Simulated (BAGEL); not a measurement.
# A workflow on CH6Si (methylsilane)

We compute a single-point energy (HF/6-31G*), then the energy (NEVPT2(2,2)/6-31G*), then the energy (CASPT2(2,2)/6-31G*) of CH6Si (methylsilane). 

The results are computed with BAGEL 1.2.2.

## 1. The structure to begin with

CH6Si has 8 atoms, charge 0, and is taken as a singlet. As SMILES, `C[SiH3]`. The C1–Si2 distance was set to 2.993 Å, away from the relaxed value. At this shape a bond of the SMILES string is far longer than usual.

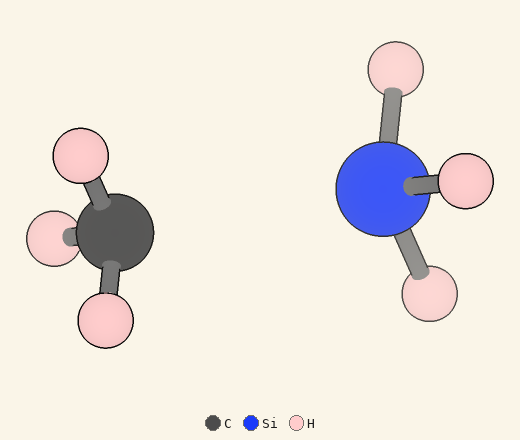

The structure, seen from a chosen angle (carbon dark grey, silicon blue, hydrogen pink).

## 2. A single-point energy at HF/6-31G(d) (density fitting with svp-jkfit, spherical functions) (run 1)

Input file calc.json:

```json
{ "bagel" : [

{
  "title" : "molecule",
  "basis" : "6-31gs.json",
  "df_basis" : "svp-jkfit",
  "angstrom" : false,
  "geometry" : [
    { "atom" : "C", "xyz" : [ -0.73293406,  0.96813315, -3.79717788 ] },
    { "atom" : "Si", "xyz" : [  0.30692932, -0.40544074,  1.59020453 ] },
    { "atom" : "H", "xyz" : [ -2.73409733,  0.72770329, -4.24179264 ] },
    { "atom" : "H", "xyz" : [  0.35738123, -0.22458639, -5.08124678 ] },
    { "atom" : "H", "xyz" : [ -0.22629848,  2.93530025, -4.16295327 ] },
    { "atom" : "H", "xyz" : [ -1.18100324,  1.22117882,  3.33610360 ] },
    { "atom" : "H", "xyz" : [  3.03406868, -0.07560794,  2.19183664 ] },
    { "atom" : "H", "xyz" : [ -0.38382227, -3.08631960,  2.08395218 ] }
  ]
},
{ "title" : "hf" },
{ "title" : "print", "file" : "orbitals.molden", "orbitals" : true }

]}
```

The basis set 6-31G* is read from a file made from the Basis Set Exchange's data (not shown).

The run is started by

```
$ BAGEL_NUM_THREADS=1 BAGEL calc.json > calc.out
```

Output:

```text
* using 1 threads per process

  ===============================================================
  ===============================================================

  *** Geometry ***

  { "atom" : "C", "xyz" : [     -0.732934,      0.968133,     -3.797178 ] },
  { "atom" : "Si", "xyz" : [      0.306929,     -0.405441,      1.590205 ] },
  { "atom" : "H", "xyz" : [     -2.734097,      0.727703,     -4.241793 ] },
  { "atom" : "H", "xyz" : [      0.357381,     -0.224586,     -5.081247 ] },
  { "atom" : "H", "xyz" : [     -0.226298,      2.935300,     -4.162953 ] },
  { "atom" : "H", "xyz" : [     -1.181003,      1.221179,      3.336104 ] },
  { "atom" : "H", "xyz" : [      3.034069,     -0.075608,      2.191837 ] },
  { "atom" : "H", "xyz" : [     -0.383822,     -3.086320,      2.083952 ] },

  Number of auxiliary basis functions:      311

  Since a DF basis is specified, we compute 2- and 3-index integrals:
    o Being stored without compression. Storage requirement is 0.005 GB

  Number of basis functions:       44
  Number of electrons      :       26

    * METHOD: MOLECULE                             0.07

  *** RHF ***

  === Nuclear Repulsion ===
    49.9930237645

      * DIIS with orbital gradients will be used.

  === RHF iteration (6-31gs.json) ===
      0       -330.01061329          0.02336399           0.01
      1       -330.09351606          0.01534117           0.01
      2       -330.13854823          0.00235363           0.01
      3       -330.14071961          0.00039648           0.01
      4       -330.14082221          0.00014423           0.01
      5       -330.14083137          0.00002013           0.01
      6       -330.14083162          0.00000322           0.01
      7       -330.14083162          0.00000065           0.01
      8       -330.14083162          0.00000017           0.01
      9       -330.14083162          0.00000005           0.01
     10       -330.14083162          0.00000001           0.01
     11       -330.14083162          0.00000000           0.01
    * SCF iteration converged.

    * Permanent dipole moment:
           (    0.002211,    -0.002921,     0.011457) a.u.

    * METHOD: HF                                   0.15

    * METHOD: PRINT                                0.00

  ===============================================================
```

Run time: 0.42 s. Hardware: 1 thread of Intel Xeon Platinum 8488C (Sapphire Rapids), shared host; peak memory 0.15 GiB.

## 3. A single-point energy at NEVPT2(2,2)/6-31G(d) (density fitting with svp-jkfit, spherical functions) (run 2)

Input file input.json:

```json
{ "bagel": [

{
  "title": "molecule",
  "basis": "6-31gs.json",
  "df_basis": "svp-jkfit",
  "geometry": [
    { "atom": "C", "xyz": [ -0.73293406,  0.96813315, -3.79717788 ] },
    { "atom": "Si", "xyz": [  0.30692932, -0.40544074,  1.59020453 ] },
    { "atom": "H", "xyz": [ -2.73409733,  0.72770329, -4.24179264 ] },
    { "atom": "H", "xyz": [  0.35738123, -0.22458639, -5.08124678 ] },
    { "atom": "H", "xyz": [ -0.22629848,  2.93530025, -4.16295327 ] },
    { "atom": "H", "xyz": [ -1.18100324,  1.22117882,  3.33610360 ] },
    { "atom": "H", "xyz": [  3.03406868, -0.07560794,  2.19183664 ] },
    { "atom": "H", "xyz": [ -0.38382227, -3.08631960,  2.08395218 ] }
  ]
},
{
  "title": "hf"
},
{
  "title": "casscf",
  "nstate": 1,
  "nact": 2,
  "nclosed": 12,
  "active": [13, 14],
  "maxiter": 200,
  "natocc": true
},
{
  "title": "nevpt2",
  "nstate": 1,
  "nact": 2,
  "nclosed": 12,
  "active": [13, 14],
  "maxiter": 200,
  "natocc": true,
  "ncore": 6
},
{
  "title": "print",
  "file": "orbitals.molden",
  "orbitals": true
}

]}
```

The basis set 6-31G* is read from a file made from the Basis Set Exchange's data (not shown).

The run is started by

```
$ BAGEL_NUM_THREADS=1 BAGEL input.json > input.out
```

Output:

```text
* using 1 threads per process

  ===============================================================
  ===============================================================

  *** Geometry ***

  { "atom" : "C", "xyz" : [     -0.732934,      0.968133,     -3.797178 ] },
  { "atom" : "Si", "xyz" : [      0.306929,     -0.405441,      1.590205 ] },
  { "atom" : "H", "xyz" : [     -2.734097,      0.727703,     -4.241793 ] },
  { "atom" : "H", "xyz" : [      0.357381,     -0.224586,     -5.081247 ] },
  { "atom" : "H", "xyz" : [     -0.226298,      2.935300,     -4.162953 ] },
  { "atom" : "H", "xyz" : [     -1.181003,      1.221179,      3.336104 ] },
  { "atom" : "H", "xyz" : [      3.034069,     -0.075608,      2.191837 ] },
  { "atom" : "H", "xyz" : [     -0.383822,     -3.086320,      2.083952 ] },

  Number of auxiliary basis functions:      311

  Since a DF basis is specified, we compute 2- and 3-index integrals:
    o Being stored without compression. Storage requirement is 0.005 GB

  Number of basis functions:       44
  Number of electrons      :       26

    * METHOD: MOLECULE                             0.07

  *** RHF ***

  === Nuclear Repulsion ===
    49.9930237645

      * DIIS with orbital gradients will be used.

  === RHF iteration (6-31gs.json) ===
      0       -330.01061329          0.02336399           0.01
      1       -330.09351606          0.01534117           0.01
      2       -330.13854823          0.00235363           0.01
      3       -330.14071961          0.00039648           0.01
      4       -330.14082221          0.00014423           0.01
      5       -330.14083137          0.00002013           0.01
      6       -330.14083162          0.00000322           0.01
      7       -330.14083162          0.00000065           0.01
      8       -330.14083162          0.00000017           0.01
      9       -330.14083162          0.00000005           0.01
     10       -330.14083162          0.00000001           0.01
     11       -330.14083162          0.00000000           0.01
    * SCF iteration converged.

    * Permanent dipole moment:
           (    0.002211,    -0.002921,     0.011457) a.u.

    * METHOD: HF                                   0.15

  ---------------------------
      CASSCF calculation
  ---------------------------

    ==== Active orbitals : =====
         Orbital 13
         Orbital 14
    ============================

    * nstate   :      1
    * nclosed  :     12
    * nact     :      2
    * nvirt    :     30
  === CASSCF iteration (6-31gs.json) ===

    * Using the second-order algorithm

      0  0      -330.17045184     5.49e-03      0.00

      1  0      -330.18674812     1.35e-03      0.04

      2  0      -330.18715433     2.04e-04      0.04

      3  0      -330.18716031     2.63e-05      0.05

      4  0      -330.18716041     4.22e-06      0.05

      5  0      -330.18716041     1.02e-06      0.04

      6  0      -330.18716041     2.83e-07      0.04

      7  0      -330.18716041     7.96e-08      0.04

      8  0      -330.18716041     2.22e-08      0.04

      9  0      -330.18716041     6.15e-09      0.04

    * Second-order optimization converged. *

     guess   0:   closed 1.                   open ..

  === FCI iteration ===

      0  0      -330.13755416     7.04e-02      0.00
      1  0      -330.18714456     1.19e-03      0.00
      2  0 *    -330.18716041     2.22e-16      0.00

     * ci vector, state   0, <S^2> = 0.0000
       2.     0.9431749917
       .2    -0.3322964566

    * METHOD: CASSCF                               0.41

    * freezing 6 orbitals

  === DF-NEVPT2 calculation ===

    * 3-index integral transformation done
    * assembly done

      NEVPT2 correlation energy:   -0.1862683973      0.02

          (+0)     -0.1316541895
          (+0)'    -0.0151541474
          (+1)     -0.0076128153
          (+1)'    -0.0000000000
          (+2)     -0.0004025682
          (-1)     -0.0298702422
          (-1)'     0.0000000000
          (-2)     -0.0015744347

      NEVPT2 total energy:       -330.3734288082

    * METHOD: NEVPT2                               0.04

    * METHOD: PRINT                                0.00

  ===============================================================
```

Wall time 0.88 s (1 thread of Intel Xeon Platinum 8488C (Sapphire Rapids), shared host); peak memory 0.15 GiB.

## 4. A single-point energy at CASPT2(2,2)/6-31G(d) (density fitting with svp-jkfit, spherical functions) (run 3)

Input file input.json:

```json
{ "bagel" : [

{
  "title" : "molecule",
  "basis" : "6-31gs.json",
  "df_basis" : "svp-jkfit",
  "geometry" : [
    { "atom" : "C", "xyz" : [ -0.73293406,  0.96813315, -3.79717788 ] },
    { "atom" : "Si", "xyz" : [  0.30692932, -0.40544074,  1.59020453 ] },
    { "atom" : "H", "xyz" : [ -2.73409733,  0.72770329, -4.24179264 ] },
    { "atom" : "H", "xyz" : [  0.35738123, -0.22458639, -5.08124678 ] },
    { "atom" : "H", "xyz" : [ -0.22629848,  2.93530025, -4.16295327 ] },
    { "atom" : "H", "xyz" : [ -1.18100324,  1.22117882,  3.33610360 ] },
    { "atom" : "H", "xyz" : [  3.03406868, -0.07560794,  2.19183664 ] },
    { "atom" : "H", "xyz" : [ -0.38382227, -3.08631960,  2.08395218 ] }
  ]
},
{ "title" : "hf" },
{ "title" : "casscf", "nstate" : 1, "nact" : 2, "nclosed" : 12, "nspin" : 0, "active" : [13, 14], "maxiter" : 200, "natocc" : true },
{ "title" : "print", "file" : "orbitals.molden", "orbitals" : true },
{ "title" : "smith", "method" : "caspt2", "ms" : true, "xms" : true, "sssr" : true, "shift" : 0.2, "shift_imag" : true, "ncore" : 6 }

]}
```

The basis set 6-31G* is read from a file made from the Basis Set Exchange's data (not shown).

The run is started by

```
$ BAGEL_NUM_THREADS=1 BAGEL input.json > input.out
```

Output:

```text
* using 1 threads per process

  ===============================================================
  ===============================================================

  *** Geometry ***

  { "atom" : "C", "xyz" : [     -0.732934,      0.968133,     -3.797178 ] },
  { "atom" : "Si", "xyz" : [      0.306929,     -0.405441,      1.590205 ] },
  { "atom" : "H", "xyz" : [     -2.734097,      0.727703,     -4.241793 ] },
[... 4 lines of this table left out ...]
  { "atom" : "H", "xyz" : [     -0.383822,     -3.086320,      2.083952 ] },

  Number of auxiliary basis functions:      311

  Since a DF basis is specified, we compute 2- and 3-index integrals:
    o Being stored without compression. Storage requirement is 0.005 GB

  Number of basis functions:       44
  Number of electrons      :       26

    * METHOD: MOLECULE                             0.07

  *** RHF ***

  === Nuclear Repulsion ===
    49.9930237645

      * DIIS with orbital gradients will be used.

[... 6 lines left out ...]
    * SCF iteration converged.
[... 1 line left out ...]
    * Permanent dipole moment:
[... 27 lines left out ...]
    * Second-order optimization converged. *
[... 9 lines left out ...]
     * ci vector, state   0, <S^2> = 0.0000
[... 16 lines left out ...]
    * Zeroth order energy : state  0       -0.5203027612

    * CASPT2 iteration is performed using orthogonal basis

      -------------------------------------------  CASPT2 iteration  ---------------------------------------------------
       #      aibj      arbs      arbi      airj      risj      airs      arst      rist         Etot      error   time
      ------------------------------------------------------------------------------------------------------------------

       0  -0.13112  -0.00200  -0.03111  -0.00812  -0.00058  -0.01441  -0.00000  -0.00000   -0.1873334  0.0014046   0.01
       1  -0.13116  -0.00202  -0.03117  -0.00816  -0.00059  -0.01454  -0.00000  -0.00000   -0.1876314  0.0001636   0.01
       2  -0.13116  -0.00202  -0.03117  -0.00816  -0.00059  -0.01454  -0.00000  -0.00000   -0.1876359  0.0000234   0.01
       3  -0.13116  -0.00202  -0.03117  -0.00816  -0.00059  -0.01454  -0.00000  -0.00000   -0.1876360  0.0000031   0.01
       4  -0.13116  -0.00202  -0.03117  -0.00816  -0.00059  -0.01454  -0.00000  -0.00000   -0.1876360  0.0000003   0.01

      ------------------------------------------------------------------------------------------------------------------

    * CASPT2 energy : state  0     -330.3762360549
        w/o shift correction       -330.3747964299
        reference weight              0.9295165592

    * METHOD: SMITH                                0.08

  ===============================================================
```

It took 0.9 s on 1 thread of Intel Xeon Platinum 8488C (Sapphire Rapids), shared host; peak memory 0.15 GiB.

## 5. Results

```
                               quantity          value
         run 1, HF/6-31G*: total energy  -330.14083 Eh
        run 1, HF/6-31G*: dipole moment         0.03 D
          run 1, HF/6-31G*: HOMO energy       -8.61 eV
          run 1, HF/6-31G*: LUMO energy        1.44 eV
        run 1, HF/6-31G*: HOMO–LUMO gap       10.05 eV
run 2, NEVPT2(2,2)/6-31G*: total energy  -330.37343 Eh
run 3, CASPT2(2,2)/6-31G*: total energy  -330.37624 Eh
```

One bond (run 1, HF/6-31G*) is far stretched, which a spin-restricted single reference describes badly; a broken-symmetry solution may lie lower.
